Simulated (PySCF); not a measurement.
# C11H9N2+: electronic excitations at several levels of theory

Aim: compute the electronic excitations of C11H9N2+ (`C[n+]1cc(C#N)cc2ccccc21`) at several levels, and see how far they spread and what each costs.

The runs use PySCF 2.14.0, with density-fitted response routines of our own; the level of theory stands in each step. All values are computed, except where a source is named. Atoms are numbered from 0 throughout.

**1. The molecule as given**

22 atoms, charge 1, multiplicity 1; geometry from: GFN2-xTB.

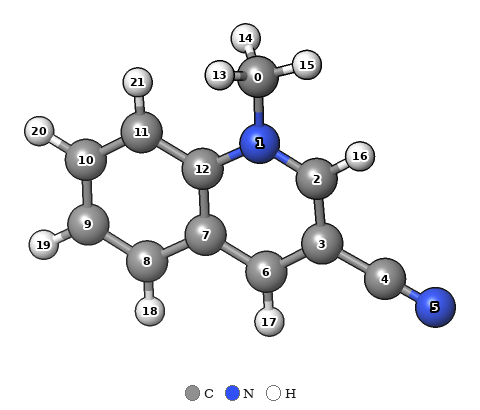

As it starts; carbon grey, nitrogen blue, hydrogen white, atoms numbered.

**2. Optimising the geometry at PBE0-D3(BJ)/def2-SVP**

The job: settings as JSON, then the geometry in Å.

```
{"job": {"xc": "PBE0", "basis": "def2-SVP", "d3": "d3bj", "grid": 2, "kind": "geom"}, "charge": 1, "multiplicity": 1}
C     -0.001020     2.833990    -0.305510
N      0.225330     1.413780    -0.140140
C      1.466450     0.970060    -0.032290
C      1.761300    -0.387710     0.126800
C      3.118210    -0.800690     0.231930
N      4.206680    -1.137260     0.314440
C      0.723260    -1.302120     0.175360
C     -0.598530    -0.846240     0.063890
C     -1.693680    -1.738110     0.109260
C     -2.974490    -1.271340    -0.002050
C     -3.208590     0.102390    -0.163020
C     -2.170220     1.001100    -0.212280
C     -0.844700     0.552890    -0.099790
H     -0.601910     3.219560     0.519450
H     -0.519400     3.029610    -1.244720
H      0.948530     3.364830    -0.309050
H      2.270040     1.692810    -0.070400
H      0.925170    -2.356180     0.297860
H     -1.495110    -2.791110     0.233880
H     -3.809340    -1.953140     0.032780
H     -4.222800     0.459860    -0.249570
H     -2.391500     2.047420    -0.337020
```

Output:

```text
step   0  E = -532.85551475  max force = 0.038052
step   1  E = -532.85749108  max force = 0.004660
step   2  E = -532.85727031  max force = 0.007840
step   3  E = -532.85759238  max force = 0.003332
step   4  E = -532.85761643  max force = 0.001645
step   5  E = -532.85763788  max force = 0.001519
step   6  E = -532.85765340  max force = 0.000382
step   7  E = -532.85765444  max force = 0.000433
optimisation converged
```

It took 9.2 min on 8 threads of Intel Xeon at 2.50GHz (Skylake/Cascade Lake), shared host.

Relaxation path: (the energy doesn't fall at every step)

```csv
step,energy from step 0 (eV),largest force component (eV/Å)
0,0.0000,1.9567
1,-0.0538,0.2396
2,-0.0478,0.4031
3,-0.0565,0.1713
4,-0.0572,0.0846
5,-0.0578,0.0781
6,-0.0582,0.0196
7,-0.0582,0.0223
```

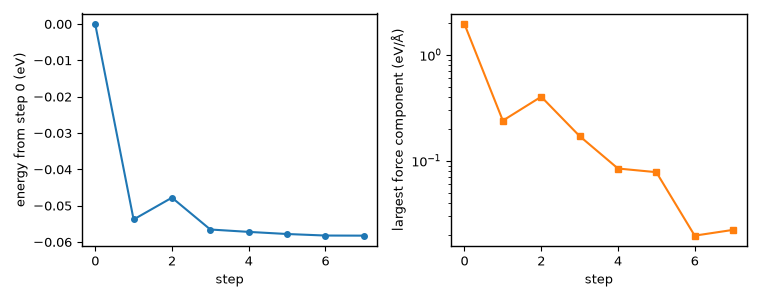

Energy and largest force along the relaxation.

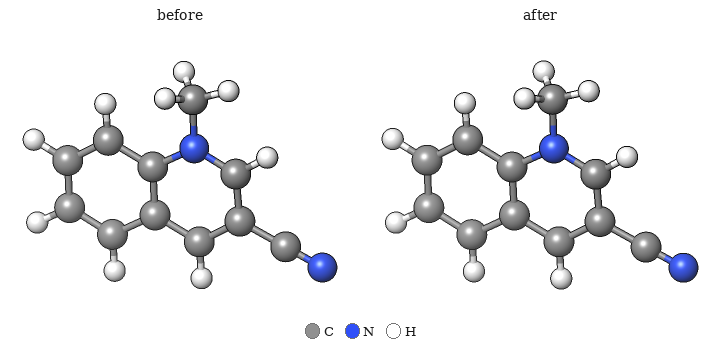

Before and after, at one scale.

Distances of close pairs at the start and the end, largest changes first:

```
   bond  before (Å)  after (Å)  change (Å)
  C0–N1       1.448      1.466      +0.018
  C4–N5       1.142      1.158      +0.015
C10–H20       1.079      1.092      +0.013
 C8–H18       1.079      1.092      +0.013
 C9–H19       1.078      1.092      +0.013
 C6–H17       1.080      1.093      +0.012
C11–H21       1.077      1.089      +0.012
 N1–C12       1.374      1.384      +0.010
```

The next job starts from the end point, and lists it.

```csv
at the end point,value
point group (found at 0.08 Å tolerance),Cs
"rotational constants (GHz, main isotopes)","1.562, 0.607, 0.438"
```

**3. Excited states and response: CAM-B3LYP/def2-SVPD**

The job: settings as JSON, then the geometry in Å.

```
{"job": {"kind": "uv", "xc": "CAM-B3LYP", "basis": "def2-SVPD", "nstates": 12, "ntriplets": 4}, "charge": 1, "multiplicity": 1}
C     -0.000398     2.847551    -0.304851
N      0.227218     1.408844    -0.139852
C      1.475802     0.964991    -0.034312
C      1.773371    -0.396908     0.125638
C      3.138981    -0.805796     0.231836
N      4.245968    -1.133865     0.316866
C      0.723212    -1.303271     0.174683
C     -0.603739    -0.850933     0.064405
C     -1.700838    -1.748206     0.109718
C     -2.986148    -1.275077    -0.001621
C     -3.218218     0.107432    -0.161581
C     -2.176665     1.013438    -0.210191
C     -0.854909     0.546918    -0.097854
H     -0.603620     3.225747     0.530970
H     -0.518077     3.034502    -1.254896
H      0.965589     3.362263    -0.313616
H      2.272018     1.710096    -0.077321
H      0.926622    -2.369578     0.298807
H     -1.502617    -2.814912     0.233927
H     -3.831232    -1.965130     0.033021
H     -4.243592     0.473531    -0.249352
H     -2.395047     2.072761    -0.334614
```

With the program's defaults for keys left out, this is: TDDFT CAM-B3LYP/def2-SVPD, vertical, gas phase, core orbitals frozen in the response.

Output:

```text
coarse grid: 19656 points
cycle   1  E = -532.9405731648  dE =  3.100e+00  |g| = 6.748e-01  |ddm| = 4.175e+01
cycle   2  E = -532.7436376926  dE =  1.969e-01  |g| = 1.186e+00  |ddm| = 6.778e+00
cycle   3  E = -533.0780922180  dE = -3.345e-01  |g| = 9.241e-02  |ddm| = 3.777e+00
cycle   4  E = -533.0780346594  dE =  5.756e-05  |g| = 1.016e-01  |ddm| = 9.237e-01
cycle   5  E = -533.0803320254  dE = -2.297e-03  |g| = 1.484e-02  |ddm| = 3.544e-01
cycle   6  E = -533.0803812030  dE = -4.918e-05  |g| = 4.494e-03  |ddm| = 1.068e-01
cycle   7  E = -533.0803866442  dE = -5.441e-06  |g| = 1.292e-03  |ddm| = 3.007e-02
final grid: 193624 points
cycle   8  E = -533.1837385259  dE = -5.950e-05  |g| = 4.103e-03  |ddm| = 6.891e-01
cycle   9  E = -533.1837391898  dE = -6.639e-07  |g| = 4.080e-03  |ddm| = 8.822e-02
cycle  10  E = -533.1837430732  dE = -3.883e-06  |g| = 9.046e-04  |ddm| = 2.045e-02
cycle  11  E = -533.1837432579  dE = -1.846e-07  |g| = 2.728e-04  |ddm| = 5.388e-03
cycle  12  E = -533.1837432730  dE = -1.510e-08  |g| = 1.288e-04  |ddm| = 2.132e-03
cycle  13  E = -533.1837432770  dE = -4.068e-09  |g| = 3.633e-05  |ddm| = 7.151e-04
cycle  14  E = -533.1837432774  dE = -3.361e-10  |g| = 1.295e-05  |ddm| = 1.402e-04
converged SCF energy = -533.1837432774

Static polarisability (au): isotropic 138.599, principal 69.365 139.159 207.273

Singlet excitations
state   eV       nm        f      main configurations
  1   3.9108    317.0   0.07327   H->L 0.94
  2   4.3368    285.9   0.04935   H-1->L 0.73, H->L+1 0.23
  3   5.4514    227.4   0.65328   H->L+1 0.58, H-1->L 0.18, H-2->L 0.15
  4   5.9157    209.6   0.32161   H-2->L 0.51, H-1->L+1 0.30
  5   5.9259    209.2   0.00020   H-3->L 0.85
  6   5.9563    208.2   0.16252   H-1->L+1 0.52, H-2->L 0.29, H->L+2 0.08
  7   6.4765    191.4   0.00009   H-6->L 0.80
  8   6.5273    189.9   0.19122   H-2->L+1 0.44, H-1->L+2 0.33
  9   6.6146    187.4   0.00026   H-3->L+1 0.66, H-3->L 0.08
 10   6.7087    184.8   0.15538   H->L+2 0.77
 11   6.8489    181.0   0.00064   H-7->L 0.45, H-4->L 0.40
 12   7.0403    176.1   0.14168   H-5->L 0.86

Triplet excitations (Tamm-Dancoff, eV): 2.8449 3.4349 4.1680 4.2950
```

Run time: 6.8 min. Hardware: 8 threads of Intel Xeon at 2.50GHz (Skylake/Cascade Lake), shared host.

The orbitals next to the gap, with their largest atomic shares:

```csv
orbital,eV,atoms
HOMO−3,-14.98,"N5 48 %, C4 40 %, C3 5 %"
HOMO−2,-14.66,"N5 21 %, C4 17 %, C6 13 %"
HOMO−1,-13.44,"C9 20 %, C12 15 %, C10 11 %"
HOMO,-12.85,"C11 18 %, C8 16 %, C10 10 %"
LUMO,-6.24,"C6 22 %, N1 13 %, C2 13 %"
LUMO+1,-5.00,"C2 17 %, C3 14 %, C7 10 %"
LUMO+2,-3.53,"C8 19 %, C11 18 %, C12 12 %"
```

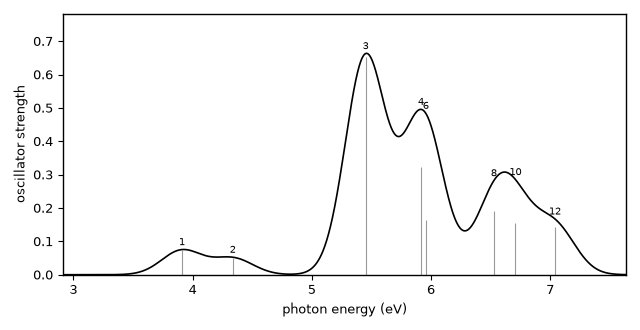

Absorption spectrum from the 12 singlet states computed; above the last one it falls off for lack of states. Lines are broadened to a width of 0.40 eV (Gaussian).

Ground-state properties from the same run:

```
           property  computed
polarisability (Å³)     20.54
 HOMO–LUMO gap (eV)      6.61
      −ε(HOMO) (eV)     12.85
```

**4. Ultraviolet spectrum: PBE0/def2-SVPD**

Same as in step 3 but for these lines:

```diff
@@ -1,2 +1,2 @@
-{"job": {"kind": "uv", "xc": "CAM-B3LYP", "basis": "def2-SVPD", "nstates": 12, "ntriplets": 4}, "charge": 1, "multiplicity": 1}
+{"job": {"kind": "uv", "xc": "PBE0", "basis": "def2-SVPD", "nstates": 12, "ntriplets": 4}, "charge": 1, "multiplicity": 1}
 C     -0.000398     2.847551    -0.304851
```

Method: TDDFT PBE0/def2-SVPD, vertical, gas phase, core orbitals frozen in the response.

Output:

```text
coarse grid: 19656 points
cycle   1  E = -532.6727155758  dE =  2.646e+00  |g| = 6.080e-01  |ddm| = 3.259e+01
cycle   2  E = -532.2485013099  dE =  4.242e-01  |g| = 1.432e+00  |ddm| = 7.146e+00
cycle   3  E = -532.7777979018  dE = -5.293e-01  |g| = 1.023e-01  |ddm| = 4.227e+00
cycle   4  E = -532.7767618405  dE =  1.036e-03  |g| = 1.239e-01  |ddm| = 6.013e-01
cycle   5  E = -532.7801954617  dE = -3.434e-03  |g| = 2.287e-02  |ddm| = 3.555e-01
cycle   6  E = -532.7803238225  dE = -1.284e-04  |g| = 5.452e-03  |ddm| = 9.573e-02
cycle   7  E = -532.7803311536  dE = -7.331e-06  |g| = 1.764e-03  |ddm| = 4.380e-02
final grid: 193624 points
cycle   8  E = -532.8529185335  dE = -6.721e-05  |g| = 6.751e-03  |ddm| = 9.853e-01
cycle   9  E = -532.8529144239  dE =  4.110e-06  |g| = 8.135e-03  |ddm| = 1.522e-01
cycle  10  E = -532.8529285141  dE = -1.409e-05  |g| = 3.128e-03  |ddm| = 3.655e-02
cycle  11  E = -532.8529308799  dE = -2.366e-06  |g| = 4.771e-04  |ddm| = 1.230e-02
cycle  12  E = -532.8529309161  dE = -3.623e-08  |g| = 2.663e-04  |ddm| = 2.513e-03
cycle  13  E = -532.8529309347  dE = -1.862e-08  |g| = 7.025e-05  |ddm| = 1.800e-03
cycle  14  E = -532.8529309359  dE = -1.136e-09  |g| = 2.514e-05  |ddm| = 4.331e-04
cycle  15  E = -532.8529309360  dE = -1.346e-10  |g| = 6.394e-06  |ddm| = 1.131e-04
converged SCF energy = -532.8529309360

Static polarisability (au): isotropic 140.103, principal 69.040 139.858 211.411

Singlet excitations
state   eV       nm        f      main configurations
  1   3.6601    338.7   0.04890   H->L 0.94
  2   4.1923    295.7   0.04406   H-1->L 0.74, H->L+1 0.24
  3   5.0952    243.3   0.30622   H-2->L 0.45, H->L+1 0.39, H-1->L 0.10
  4   5.2161    237.7   0.00009   H-3->L 0.98
  5   5.5173    224.7   0.60212   H-2->L 0.51, H->L+1 0.31, H-1->L 0.11
  6   5.6872    218.0   0.10279   H-1->L+1 0.85
  7   5.8376    212.4   0.00052   H-4->L 0.96
  8   6.0644    204.4   0.00000   H-6->L 0.90
  9   6.1110    202.9   0.00002   H-3->L+1 0.88
 10   6.2754    197.6   0.14217   H-2->L+1 0.68, H-1->L+2 0.16
 11   6.3859    194.2   0.13149   H->L+2 0.70, H-1->L+2 0.08
 12   6.4521    192.2   0.00003   H-7->L 0.97

Triplet excitations (Tamm-Dancoff, eV): 2.7177 3.3147 3.9871 4.1644
```

Run time: 5.5 min. Hardware: 8 threads of Intel Xeon at 2.50GHz (Skylake/Cascade Lake), shared host.

Key values: HOMO -11.74 eV, LUMO -7.25 eV; lowest singlet 3.66 eV.

**5. Ultraviolet spectrum: PBE/def2-SVPD**

Same as in step 4 but for these lines:

```diff
@@ -1,2 +1,2 @@
-{"job": {"kind": "uv", "xc": "PBE0", "basis": "def2-SVPD", "nstates": 12, "ntriplets": 4}, "charge": 1, "multiplicity": 1}
+{"job": {"kind": "uv", "xc": "PBE", "basis": "def2-SVPD", "nstates": 12, "ntriplets": 4}, "charge": 1, "multiplicity": 1}
 C     -0.000398     2.847551    -0.304851
```

Method: TDDFT PBE/def2-SVPD, vertical, gas phase, core orbitals frozen in the response.

Output:

```text
coarse grid: 19656 points
cycle   1  E = -532.5999818060  dE =  2.103e+00  |g| = 6.560e-01  |ddm| = 4.256e+01
cycle   2  E = -531.4864601716  dE =  1.114e+00  |g| = 2.088e+00  |ddm| = 1.122e+01
cycle   3  E = -532.6995662528  dE = -1.213e+00  |g| = 2.669e-01  |ddm| = 5.870e+00
cycle   4  E = -532.7105680705  dE = -1.100e-02  |g| = 1.925e-01  |ddm| = 2.235e+00
cycle   5  E = -532.7176948180  dE = -7.127e-03  |g| = 1.041e-01  |ddm| = 6.799e-01
cycle   6  E = -532.7203413781  dE = -2.647e-03  |g| = 2.867e-02  |ddm| = 4.060e-01
cycle   7  E = -532.7205326416  dE = -1.913e-04  |g| = 9.283e-03  |ddm| = 1.438e-01
cycle   8  E = -532.7205574118  dE = -2.477e-05  |g| = 2.590e-03  |ddm| = 4.905e-02
cycle   9  E = -532.7205590779  dE = -1.666e-06  |g| = 8.061e-04  |ddm| = 1.218e-02
final grid: 193624 points
cycle  10  E = -532.8204387258  dE = -1.016e-04  |g| = 1.294e-02  |ddm| = 1.485e+00
cycle  11  E = -532.8203952125  dE =  4.351e-05  |g| = 1.836e-02  |ddm| = 3.229e-01
cycle  12  E = -532.8204748693  dE = -7.966e-05  |g| = 6.585e-03  |ddm| = 1.495e-01
cycle  13  E = -532.8204849139  dE = -1.004e-05  |g| = 1.481e-03  |ddm| = 2.146e-02
cycle  14  E = -532.8204853640  dE = -4.501e-07  |g| = 6.270e-04  |ddm| = 5.683e-03
cycle  15  E = -532.8204854601  dE = -9.612e-08  |g| = 1.513e-04  |ddm| = 2.522e-03
cycle  16  E = -532.8204854653  dE = -5.216e-09  |g| = 7.313e-05  |ddm| = 9.350e-04
cycle  17  E = -532.8204854665  dE = -1.183e-09  |g| = 2.983e-05  |ddm| = 2.855e-04
cycle  18  E = -532.8204854667  dE = -1.928e-10  |g| = 1.125e-05  |ddm| = 1.433e-04
converged SCF energy = -532.8204854667

Static polarisability (au): isotropic 144.289, principal 69.673 143.381 219.813

Singlet excitations
state   eV       nm        f      main configurations
  1   3.2328    383.5   0.02976   H->L 0.93
  2   3.7790    328.1   0.02822   H-1->L 0.75, H->L+1 0.20
  3   4.1077    301.8   0.00012   H-2->L 1.00
  4   4.1882    296.0   0.00001   H-4->L 1.00
  5   4.3767    283.3   0.05073   H-3->L 0.67, H->L+1 0.24
  6   4.9421    250.9   0.62086   H->L+1 0.45, H-3->L 0.20, H-1->L 0.17
  7   5.1197    242.2   0.05172   H-1->L+1 0.79
  8   5.1670    240.0   0.00003   H-5->L 1.00
  9   5.3055    233.7   0.00016   H-4->L+1 0.76, H-2->L+1 0.24
 10   5.3484    231.8   0.00138   H-2->L+1 0.75, H-4->L+1 0.24
 11   5.4616    227.0   0.00004   H-7->L 1.00
 12   5.5112    225.0   0.07745   H-3->L+1 0.47, H->L+2 0.26, H-6->L 0.10

Triplet excitations (Tamm-Dancoff, eV): 2.5510 3.1159 3.6949 3.8660
```

It took 3.3 min on 8 threads of Intel Xeon at 2.50GHz (Skylake/Cascade Lake), shared host.

This run: HOMO -10.82 eV, LUMO -8.00 eV; lowest singlet 3.23 eV.

**6. Ultraviolet spectrum: B3LYP/def2-SVPD**

Same as in step 5 but for these lines:

```diff
@@ -1,2 +1,2 @@
-{"job": {"kind": "uv", "xc": "PBE", "basis": "def2-SVPD", "nstates": 12, "ntriplets": 4}, "charge": 1, "multiplicity": 1}
+{"job": {"kind": "uv", "xc": "B3LYP", "basis": "def2-SVPD", "nstates": 12, "ntriplets": 4}, "charge": 1, "multiplicity": 1}
 C     -0.000398     2.847551    -0.304851
```

With the program's defaults for keys left out, this is: TDDFT B3LYP/def2-SVPD, vertical, gas phase, core orbitals frozen in the response.

Output:

```text
coarse grid: 19656 points
cycle   1  E = -533.2714701236  dE =  2.516e+00  |g| = 6.227e-01  |ddm| = 4.377e+01
cycle   2  E = -532.7393241559  dE =  5.321e-01  |g| = 1.562e+00  |ddm| = 9.545e+00
cycle   3  E = -533.3794784189  dE = -6.402e-01  |g| = 1.173e-01  |ddm| = 4.574e+00
cycle   4  E = -533.3790047672  dE =  4.737e-04  |g| = 1.285e-01  |ddm| = 9.222e-01
cycle   5  E = -533.3826874556  dE = -3.683e-03  |g| = 3.371e-02  |ddm| = 3.950e-01
cycle   6  E = -533.3829635471  dE = -2.761e-04  |g| = 7.938e-03  |ddm| = 1.529e-01
cycle   7  E = -533.3829788089  dE = -1.526e-05  |g| = 2.512e-03  |ddm| = 6.223e-02
cycle   8  E = -533.3829805183  dE = -1.709e-06  |g| = 7.144e-04  |ddm| = 1.747e-02
final grid: 193624 points
cycle   9  E = -533.4820187435  dE = -8.282e-05  |g| = 5.616e-03  |ddm| = 1.192e+00
cycle  10  E = -533.4820143627  dE =  4.381e-06  |g| = 6.993e-03  |ddm| = 1.439e-01
cycle  11  E = -533.4820268778  dE = -1.252e-05  |g| = 1.708e-03  |ddm| = 5.261e-02
cycle  12  E = -533.4820275987  dE = -7.209e-07  |g| = 3.154e-04  |ddm| = 6.166e-03
cycle  13  E = -533.4820276050  dE = -6.305e-09  |g| = 2.540e-04  |ddm| = 1.614e-03
cycle  14  E = -533.4820276202  dE = -1.522e-08  |g| = 7.401e-05  |ddm| = 1.033e-03
cycle  15  E = -533.4820276214  dE = -1.156e-09  |g| = 2.261e-05  |ddm| = 3.178e-04
cycle  16  E = -533.4820276215  dE = -1.239e-10  |g| = 7.568e-06  |ddm| = 1.147e-04
converged SCF energy = -533.4820276215

Static polarisability (au): isotropic 141.448, principal 69.490 141.021 213.833

Singlet excitations
state   eV       nm        f      main configurations
  1   3.5467    349.6   0.04362   H->L 0.94
  2   4.0931    302.9   0.04155   H-1->L 0.74, H->L+1 0.24
  3   4.9366    251.2   0.22656   H-2->L 0.52, H->L+1 0.34
  4   5.0185    247.1   0.00008   H-3->L 0.99
  5   5.3672    231.0   0.63755   H-2->L 0.42, H->L+1 0.36, H-1->L 0.13
  6   5.5442    223.6   0.09011   H-1->L+1 0.85
  7   5.5680    222.7   0.00037   H-4->L 0.99
  8   5.9498    208.4   0.00000   H-3->L+1 0.91
  9   5.9776    207.4   0.00003   H-6->L 0.93
 10   6.1174    202.7   0.13439   H-2->L+1 0.70, H->L+2 0.11, H-1->L+2 0.11
 11   6.2150    199.5   0.11634   H->L+2 0.62, H-1->L+2 0.12
 12   6.3356    195.7   0.00005   H-7->L 0.98

Triplet excitations (Tamm-Dancoff, eV): 2.7016 3.2795 3.9384 4.1454
```

Wall time 4.7 min (8 threads of Intel Xeon at 2.50GHz (Skylake/Cascade Lake), shared host).

Key values: HOMO -11.52 eV, LUMO -7.39 eV; lowest singlet 3.55 eV.

**7. Comparing the runs: electronic excitations**

Excitations and ground-state properties, with basis size and wall time:

```
                run  lowest singlet (eV)  brightest (eV)      f  gap (eV)  α (Å³)  functions     time
CAM-B3LYP/def2-SVPD                 3.91            5.45  0.653      6.61   20.54        332  6.8 min
     PBE0/def2-SVPD                 3.66            5.52  0.602      4.49   20.76        332  5.5 min
      PBE/def2-SVPD                 3.23            4.94  0.621      2.82   21.38        332  3.3 min
    B3LYP/def2-SVPD                 3.55            5.37  0.638      4.13   20.96        332  4.7 min
```

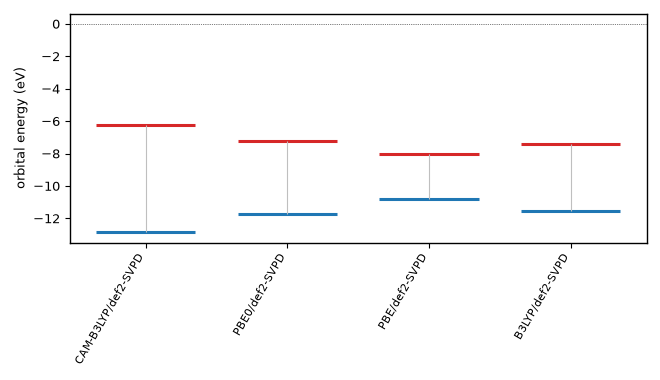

HOMO (blue) and LUMO (red) run by run.

**8. Outcome**

```
                                quantity                        value
                             point group                           Cs
    rotational constants (main isotopes)         1.56, 0.61, 0.44 GHz
    lowest singlet (CAM-B3LYP/def2-SVPD)  3.91 eV (317 nm), f = 0.073
brightest single state of those computed  state 3, 5.45 eV, f = 0.653
                          lowest triplet                      2.84 eV
             range of the lowest singlet              3.23 to 3.91 eV
```

What this shows: Single values in the summary come from the first run of each kind that ended normally (CAM-B3LYP/def2-SVPD), which need not be the best level. Relaxing lowered the energy by 0.058 eV in 7 steps; the close pair that moved most is C0–N1, from 1.448 to 1.466 Å. The first singlet state (HOMO→LUMO 0.94) lies at 3.91 eV and is bright; of the 12 states computed, the strongest absorption comes from state 3 at 5.45 eV. The lowest triplet lies 1.07 eV below the lowest singlet (triplets in Tamm-Dancoff, singlets in full TDDFT). The lowest singlet runs from 3.23 eV (PBE/def2-SVPD) to 3.91 eV (CAM-B3LYP/def2-SVPD), while the orbital gap spans 2.82 to 6.61 eV: the excitation energy moves far less from run to run than the orbital gap does. The lowest state need not be the same one in every run.
